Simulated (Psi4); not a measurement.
# AlH (SMILES [AlH]): TPSS/def2-TZVPPD

What is the energy change on altering one bond length of AlH at TPSS/def2-TZVPPD? 

The results are computed with Psi4 1.11.

2 further runs of the same task are left out: 2 set aside as unsound or not needed.

### 1 The system as given

The species is AlH (2 atoms), meant as a singlet with charge 0. SMILES: `[AlH]`. Geometry: relaxed at PBE0-D4/def2-TZVP.

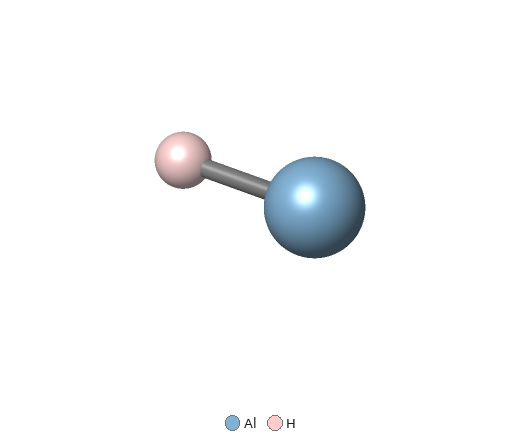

The structure, seen from a chosen angle (aluminium light blue, hydrogen pink).

### 2 Energy and gradient at TPSS/def2-TZVPPD

The input, run.py:

```python
import psi4

psi4.set_memory('1600 MB')
psi4.set_num_threads(1)
psi4.set_output_file('output.dat', False)

molecule = psi4.geometry("""
Al     0.00000000     0.00000000    -0.04845258
H      0.00000000     0.00000000     3.09746899
units au
symmetry c1
""")

options = {'basis': 'def2-TZVPPD', 'puream': True, 'e_convergence': 1e-09, 'd_convergence': 1e-08, 'scf_type': 'pk', 'dft_radial_points': 99, 'dft_spherical_points': 590}
psi4.set_options(options)

e_tot, wfn = psi4.gradient("TPSS", return_wfn=True)
print('gradient / Eh bohr^-1')
print(e_tot.np.round(6))
print(f'energy = {wfn.energy():.10f} Eh')
```

Launch:

```
$ python run.py
```

output.dat:

```text
[...]
  Running in c1 symmetry.
[...]
  Nuclear repulsion =    4.132334424344851
[...]
  Multiplicity = 1
[...]
  Nalpha       = 7
  Nbeta        = 7
[...]
    Number of basis functions: 65
[...]
   @RKS iter   1:  -242.96853976056479   -3.03935e-01   3.98401e-03 DIIS/ADIIS
[...]
   @RKS iter   9:  -242.99846795225091   -3.41061e-13   3.05039e-09 DIIS
[...]
    Orbital Energies [Eh]
    ---------------------
    Doubly Occupied:
       1A    -55.632298     2A     -3.993731     3A     -2.565567
       4A     -2.565567     5A     -2.556102     6A     -0.332586
       7A     -0.185442
[...]
  @RKS Final Energy:  -242.99846795225091
   => Energetics <=
    Nuclear Repulsion Energy =              4.1323344243448510
    One-Electron Energy =                -345.6689355375728496
    Two-Electron Energy =                 117.5063196702643893
    DFT Exchange-Correlation Energy =     -18.9681865092872677
    Empirical Dispersion Energy =           0.0000000000000000
    VV10 Nonlocal Energy =                  0.0000000000000000
    Total Energy =                       -242.9984679522509055
[...]
 Multipole Moments:
 ------------------------------------------------------------------------------------
     Multipole            Electronic (a.u.)      Nuclear  (a.u.)        Total (a.u.)
 ------------------------------------------------------------------------------------
 L = 1.  Multiply by 2.5417464519 to convert [e a0] to [Debye]
 Dipole X            :         -0.0000000            0.0000000           -0.0000000
 Dipole Y            :          0.0000000            0.0000000            0.0000000
 Dipole Z            :         -1.5927932            1.5600499           -0.0327433
 Magnitude           :                                                    0.0327433
[...]
  -Total Gradient:
     Atom            X                  Y                   Z
    ------   -----------------  -----------------  -----------------
       1       -0.000000000017     0.000000000056    -0.000951958076
       2        0.000000000017    -0.000000000056     0.000952004931
[...]
```

The script printed:

```text
gradient / Eh bohr^-1
[[-0.        0.       -0.000952]
 [ 0.       -0.        0.000952]]
energy = -242.9984679523 Eh
```

It took 6.3 s on 1 thread of Intel Xeon 6975P-C (Granite Rapids), shared host; peak memory 0.74 GiB.

### 3 The distorted shape, same level

The input, alh.dat:

```
memory 1600 MB

molecule {
  Al     0.000000     0.000000    -0.857990
  H      0.000000     0.000000     1.639110
  symmetry c1
}

set basis def2-TZVPPD
set puream true
set e_convergence 1e-09
set d_convergence 1e-08
set scf_type pk
set dft_radial_points 99
set dft_spherical_points 590

gradient('tpss')
```

Launch:

```
$ psi4 -n 1 alh.dat alh.out
```

alh.out:

```text
[...]
  Running in c1 symmetry.
[...]
  Nuclear repulsion =    2.754917199435345
[...]
  Multiplicity = 1
[...]
  Nalpha       = 7
  Nbeta        = 7
[...]
    Number of basis functions: 65
[...]
   @RKS iter   1:  -242.90273116425274   -3.09373e-01   3.88594e-03 ADIIS/DIIS
[...]
   @RKS iter  10:  -242.94894255675655   -1.17097e-11   3.89563e-09 DIIS
[...]
    Orbital Energies [Eh]
    ---------------------
    Doubly Occupied:
       1A    -55.680362     2A     -4.037650     3A     -2.608539
       4A     -2.608539     5A     -2.602548     6A     -0.305568
       7A     -0.179403
[...]
  @RKS Final Energy:  -242.94894255675655
   => Energetics <=
    Nuclear Repulsion Energy =              2.7549171994353445
    One-Electron Energy =                -342.4982479214310160
    Two-Electron Energy =                 115.6654401905226734
    DFT Exchange-Correlation Energy =     -18.8710520252835359
    Empirical Dispersion Energy =           0.0000000000000000
    VV10 Nonlocal Energy =                  0.0000000000000000
    Total Energy =                       -242.9489425567565490
[...]
 Multipole Moments:
 ------------------------------------------------------------------------------------
     Multipole            Electronic (a.u.)      Nuclear  (a.u.)        Total (a.u.)
 ------------------------------------------------------------------------------------
 L = 1.  Multiply by 2.5417464519 to convert [e a0] to [Debye]
 Dipole X            :          0.0000000            0.0000000            0.0000000
 Dipole Y            :         -0.0000000            0.0000000           -0.0000000
 Dipole Z            :         -3.6509280            2.3400514           -1.3108766
 Magnitude           :                                                    1.3108766
[...]
  -Total Gradient:
     Atom            X                  Y                   Z
    ------   -----------------  -----------------  -----------------
       1        0.000000000025    -0.000000000004    -0.037803939945
       2       -0.000000000026     0.000000000004     0.037804085684
[...]
```

Run time: 6.6 s. Hardware: 1 thread of Intel Xeon 6975P-C (Granite Rapids), shared host; peak memory 0.71 GiB.

### 4 Outcome

Level: TPSS/def2-TZVPPD.

```
                                                          quantity          value
                                         first shape: total energy  -242.99847 Eh
                                        first shape: dipole moment         0.08 D
                                          first shape: HOMO energy       -5.05 eV
                                          first shape: LUMO energy       -2.44 eV
                                        first shape: HOMO–LUMO gap        2.60 eV
                             first shape: largest force on an atom     0.049 eV/Å
                                     distorted shape: total energy  -242.94894 Eh
                                    distorted shape: dipole moment         3.33 D
                                      distorted shape: HOMO energy       -4.88 eV
                                      distorted shape: LUMO energy       -2.93 eV
                                    distorted shape: HOMO–LUMO gap        1.95 eV
                         distorted shape: largest force on an atom     1.944 eV/Å
energy change with the Al1–H2 bond stretched from 1.665 to 2.497 Å       1.348 eV
```

**Reading.** One bond (distorted shape) is far stretched, which a spin-restricted single reference describes badly; a broken-symmetry solution may lie lower. With the Al1–H2 bond stretched from 1.665 to 2.497 Å the energy rises by 1.35 eV (31 kcal/mol). The first shape isn't relaxed at this level, so the change isn't measured from a minimum. A restricted reference can't describe the breaking bond well at this length.
